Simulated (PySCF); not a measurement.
**SiBr (doublet): density, localisation and related maps**

```csv
atom,x (Å),y (Å),z (Å)
Si,0.0000,0.0000,-1.6530
Br,0.0000,0.0000,0.5860
```

Level of theory: PySCF, PBE0/def2-TZVPPD, non-relativistic Hamiltonian with scalar-relativistic core potentials where named, at a bond length of 2.239 Å.

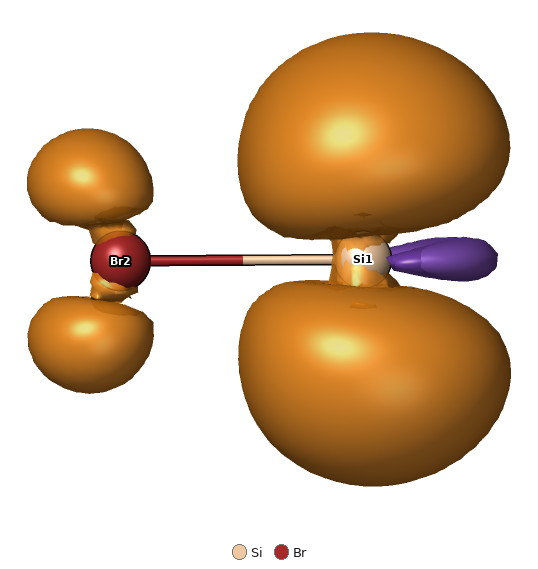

Figure 1. Isosurfaces of the spin density at +0.015 (orange) and −0.015 e/Å³ (purple), seen from one side.

### Where is the unpaired spin?

The unpaired spin (1 electron) lies mostly on Si1 (about 0.9) and Br2 (about 0.1), in electrons by Hirshfeld's partition.

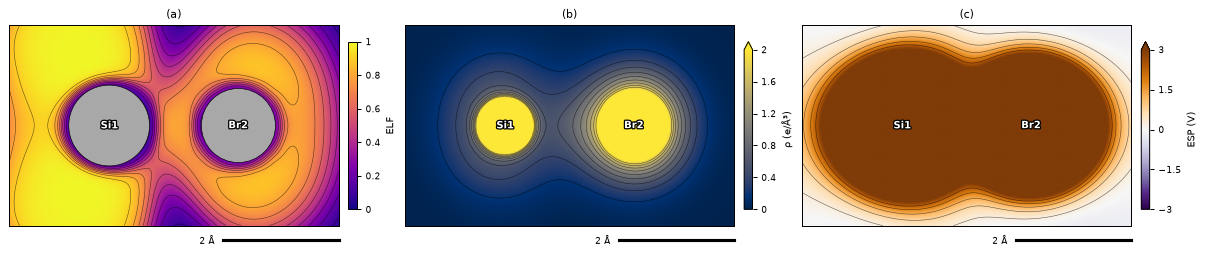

Figure 2. (a) electron localisation function; (b) total electron density; (c) electrostatic potential on a plane that holds the molecular axis. Grey discs cover the atomic cores in the ELF map.

### What does the map show?

Atoms in the plane: Si and Br. Si–Br (2.24 Å): the density is about 0.74 e/Å³ at the midpoint; the ELF peaks at about 0.80 between the atoms: a polar covalent bond. The ELF also peaks beside Si1 and Br2, away from the bonds: non-bonding electrons, paired or unpaired. The potential has no marked negative region in this plane.

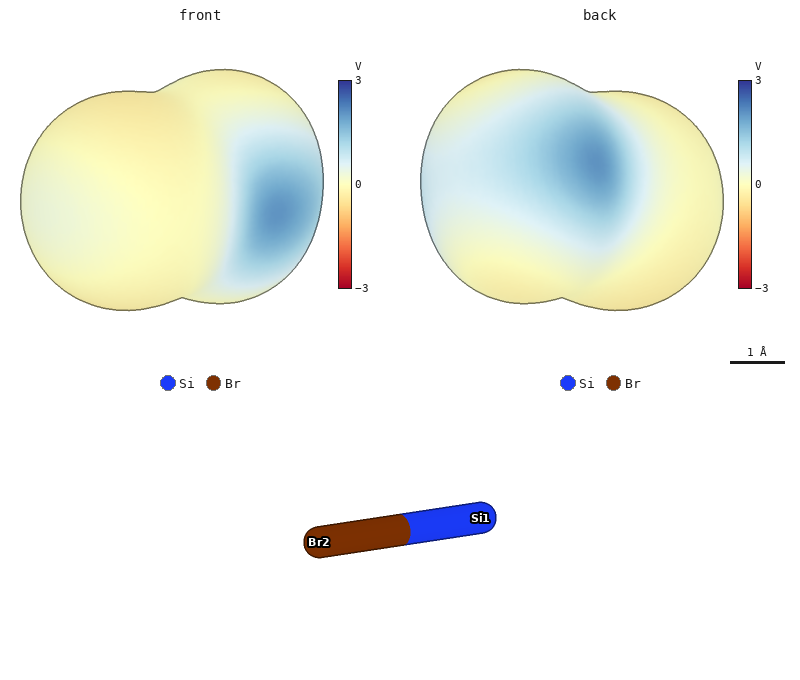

Figure 3. The molecular electrostatic potential painted on the density surface at 0.002 e/bohr³, seen from the front and from behind; the colour scale runs from red (negative) to blue (positive). The bare structure is drawn below in the same view.

### Describe the electrostatic potential map.

The most negative region (about −0.3 V, or −7 kcal/mol for a unit charge) lies over Br2, the most positive (about +2.0 V, or +46 kcal/mol for a unit charge) over Si1. Br2 shows a σ-hole: about +0.3 V at the tip opposite its bond, against about −0.2 V on its flanks.
